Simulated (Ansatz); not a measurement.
# N2H3 (hydrazinyl radical): UBLYP/def2-TZVP

What is the vertical ionisation energy of N2H3 (hydrazinyl radical) at UBLYP/def2-TZVP? 

The results are computed with Ansatz 0.2.0.

28 further runs of the same task are left out: 28 set aside as unsound or not needed.

### 1 The system as given

N2H3 has 5 atoms, charge 0, and is taken as a doublet. SMILES: `[NH]N`. The coordinates come from a PBE0-D4/def2-TZVP relaxation. This is one conformer, not always the lowest.

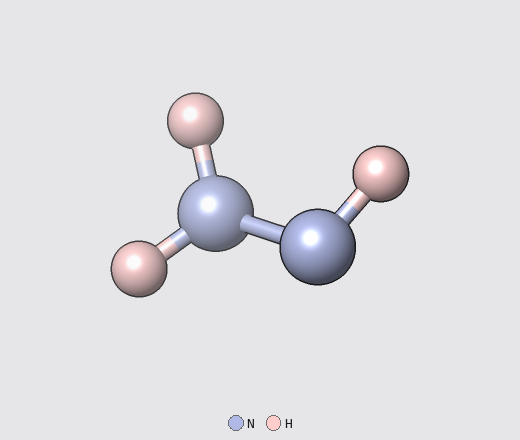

Viewed from a chosen angle; nitrogen light blue, hydrogen pink.

### 2 The energy at UBLYP/def2-TZVP

File molecule.yaml:

```yaml
crystal:
  periodic: [false, false, false]
  atoms:
    - {symbol: N, position_ang: [-0.187600, -0.818050, 0.454040]}
    - {symbol: "N", position_ang: [-0.128660, 0.235610, -0.368450]}
    - {symbol: H, position_ang: [0.759840, -0.951450, 0.811270]}
    - {symbol: H, position_ang: [-1.030950, 0.592300, -0.640030]}
    - {symbol: H, position_ang: [0.587360, 0.941580, -0.256830]}
basis:
  gaussian: {orbitals: def2-TZVP}
total_charge: 0
magnetization: {spin_polarized: true, initial_magnetization: 1}
hamiltonian: {xc: {name: BLYP}}
accuracy: high
output: {orbitals: {seedname: orbitals}}
```

The run is started by

```bash
$ ansatz run molecule.yaml --threads 1 --pin off --max-ram 3480MiB --events-out events.jsonl --progress --plain --runs-dir runs
```

What it wrote:

```text
Warning: RAYON_NUM_THREADS=1 ignored (pool sized by the plan → 1); use --threads N
Functional definition: BLYP
  name "BLYP"
  parameter beta = 0.0042
  parameter a = 0.04918
  parameter b = 0.132
  parameter c = 0.2533
  parameter d = 0.349
  exchange = b88_x(beta = beta)
  correlation = lyp_c(a = a, b = b, c = c, d = d)
1425 factors; integrals over basis functions are off by at most 3.0e-9 eV
mean field evaluation 1: about -3020.0250 eV, gradient 4.2e1 eV
mean field evaluation 2: about -2995.0556 eV, gradient 7.8e1 eV
mean field evaluation 4: about -3026.6628 eV, gradient 1.2e1 eV
mean field evaluation 8: about -3027.1787 eV, gradient 7.5e-2 eV
mean field evaluation 16: about -3027.1787 eV, gradient 2.7e-5 eV
mean field -3027.17868703 eV, -111.2467648528 hartree, gradient 7.1e-8 eV, S^2 0.752648; 0 other end points of the search recorded, 0 dependent functions left out
reference -3027.17872988 eV, -111.2467664277 hartree; 9, 8 occupied and 71, 72 virtual orbitals, 1425 factors
Total energy: -3027.17872988 eV, -111.2467664277 hartree
```

It took 3.9 s on 1 thread of Arm Neoverse V1, shared host; peak memory 0.17 GiB.

### 3 The singlet cation, same level

File run.yaml:

```yaml
basis:
  gaussian:
    orbitals: def2-TZVP
crystal:
  periodic: [false, false, false]
  atoms:
    - {symbol: "N", position_ang: [-0.187600, -0.818050, 0.454040]}
    - {symbol: "N", position_ang: [-0.128660, 0.235610, -0.368450]}
    - {symbol: H, position_ang: [0.759840, -0.951450, 0.811270]}
    - {symbol: H, position_ang: [-1.030950, 0.592300, -0.640030]}
    - {symbol: H, position_ang: [0.587360, 0.941580, -0.256830]}
total_charge: 1
hamiltonian:
  xc: {name: BLYP}
accuracy: high
output: {orbitals: {seedname: orbitals}}
```

The run is started by

```bash
$ ansatz run run.yaml --threads 1 --pin off --max-ram 3480MiB --events-out events.jsonl --progress --plain --runs-dir runs
```

What it wrote:

```text
Warning: RAYON_NUM_THREADS=1 ignored (pool sized by the plan → 1); use --threads N
Functional definition: BLYP
  name "BLYP"
  parameter beta = 0.0042
  parameter a = 0.04918
  parameter b = 0.132
  parameter c = 0.2533
  parameter d = 0.349
  exchange = b88_x(beta = beta)
  correlation = lyp_c(a = a, b = b, c = c, d = d)
1425 factors; integrals over basis functions are off by at most 3.0e-9 eV
mean field evaluation 1: about -3008.8987 eV, gradient 7.3e1 eV
mean field evaluation 2: about -2997.7486 eV, gradient 9.8e1 eV
mean field evaluation 4: about -3018.8430 eV, gradient 1.1e1 eV
mean field evaluation 8: about -3019.0741 eV, gradient 1.0e-1 eV
mean field evaluation 16: about -3019.0742 eV, gradient 1.0e-6 eV
mean field -3019.07416394 eV, -110.9489291227 hartree, gradient 4.3e-8 eV, S^2 0.000000; 0 other end points of the search recorded, 0 dependent functions left out
reference -3019.07420214 eV, -110.9489305267 hartree; 8, 8 occupied and 72, 72 virtual orbitals, 1425 factors
Total energy: -3019.07420214 eV, -110.9489305267 hartree
```

Run time: 2.7 s. Hardware: 1 thread of Arm Neoverse V1, shared host; peak memory 0.15 GiB.

### 4 Outcome

Level: UBLYP/def2-TZVP.

```
                                          quantity          value
                        doublet N2H3: total energy  -111.24677 Eh
  doublet N2H3: HOMO energy (highest over α and β)       -3.67 eV
   doublet N2H3: LUMO energy (lowest over α and β)       -1.99 eV
                                doublet N2H3: ⟨S²⟩          0.753
                      singlet cation: total energy  -110.94893 Eh
                       singlet cation: HOMO energy      -15.70 eV
                       singlet cation: LUMO energy      -12.59 eV
                     singlet cation: HOMO–LUMO gap        3.11 eV
vertical ionisation energy (to the singlet cation)       8.105 eV
```

In words: Removing an electron at fixed nuclei costs 8.10 eV (782 kJ/mol). Only the singlet of the ionised species was computed; a triplet could lie lower.
